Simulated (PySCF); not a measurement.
**C4H9NOSi2 (SMILES [SiH3]N([SiH3])c1ccoc1): density, localisation and related maps**

```xyz
17

Si   -1.6013    1.1757   -1.0083
N    -0.8538    0.0682    0.1049
Si   -1.5606   -1.2870    0.9349
C     0.5498    0.1144    0.1336
C     1.4491   -0.5589   -0.7415
C     2.6972   -0.2147   -0.3308
O     2.6413    0.6144    0.7239
C     1.3373    0.8112    1.0021
H    -1.0062    2.4908   -0.7611
H    -1.3459    0.7759   -2.3986
H    -3.0274    1.1365   -0.7077
H    -2.9906   -1.0107    0.9970
H    -0.9367   -1.3447    2.2585
H    -1.2982   -2.5400    0.2144
H     1.1816   -1.2027   -1.5538
H     3.6708   -0.4822   -0.6916
H     1.0937    1.4538    1.8239
```

Geometry: GFN2-xTB.

These are results of BHandHLYP/pcSseg-1, SCF density, gas phase, non-relativistic (PySCF 2.14.0), not measurements.

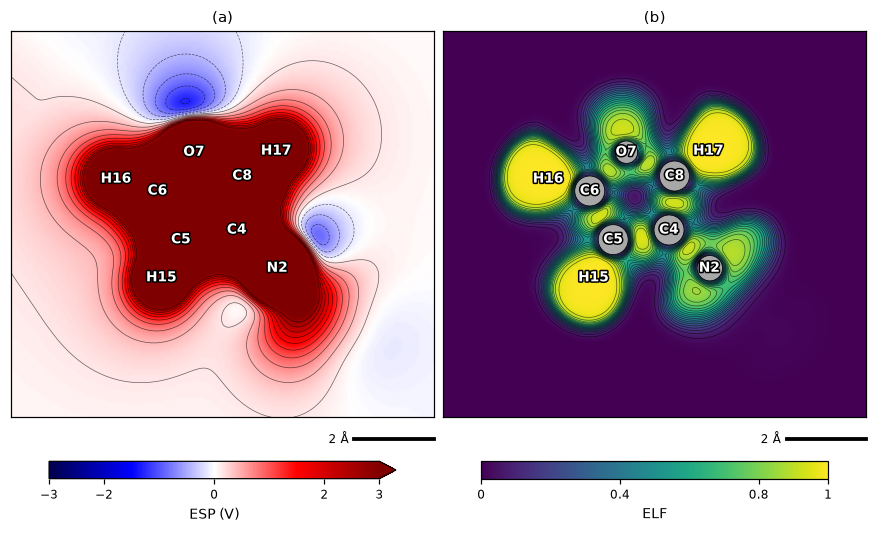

Figure 1. (a) electrostatic potential; (b) ELF on the plane of atoms C6, C5 and H15. Grey discs cover the atomic cores in the ELF map.

Question: Interpret the plot.

Answer: Atoms in the plane: N, C, O and H. C–O (1.34 Å): the ELF peaks at about 0.90 between the atoms (a polar covalent bond). C–C (1.36 Å): the ELF peaks at about 0.95 between the atoms, as expected for localised, covalent bonding. C–N (1.40 Å): the ELF peaks at about 0.90 between the atoms, as expected for a covalent bond. C–H (1.07 Å): the ELF climbs to about 1 towards the hydrogen, as it does in any bond to H; an ordinary covalent bond to hydrogen. C–C (1.42 Å): the ELF peaks at about 0.95 between the atoms; a covalent bond. The ELF also peaks beside N2 and O7, away from the bonds: lone-pair regions. Outside the dense part of the molecule the potential is most negative (−1.3 V) near O7.

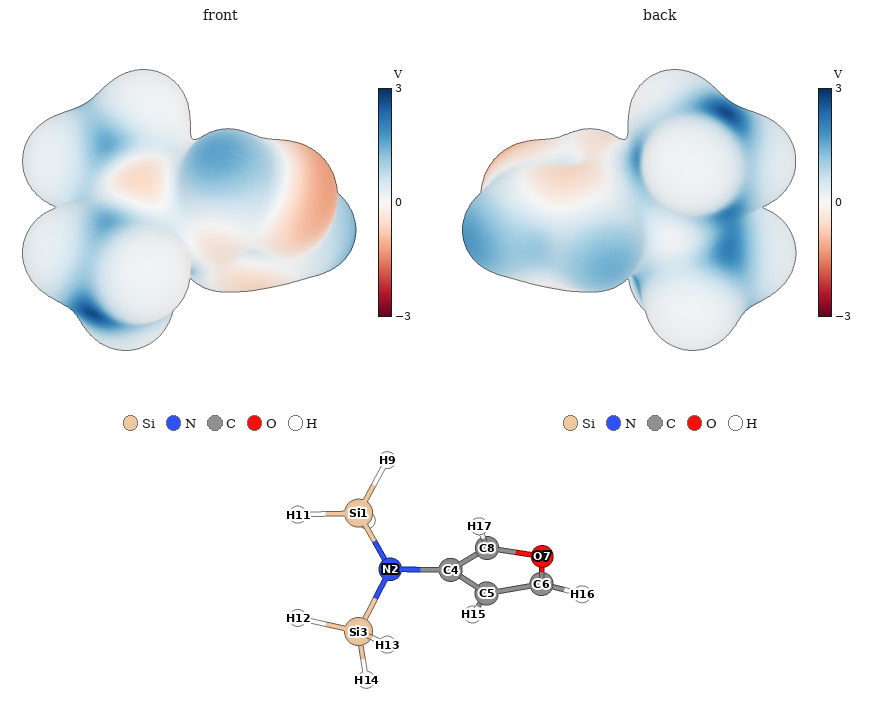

Figure 2. The molecular electrostatic potential painted on the density surface at 0.004 e/bohr³, seen from the front and from behind; the colour scale runs from red (negative) to blue (positive). The bare structure is drawn below in the same view.

Question: Describe the electrostatic potential map.

Answer: The most negative region (about −1.1 V) lies over O7, the most positive (about +2.4 V) over Si1 and Si3. O7 is the likeliest acceptor of a hydrogen bond.

Question: What dipole moment does the calculation give?

Answer: Its dipole moment is 0.60 D.
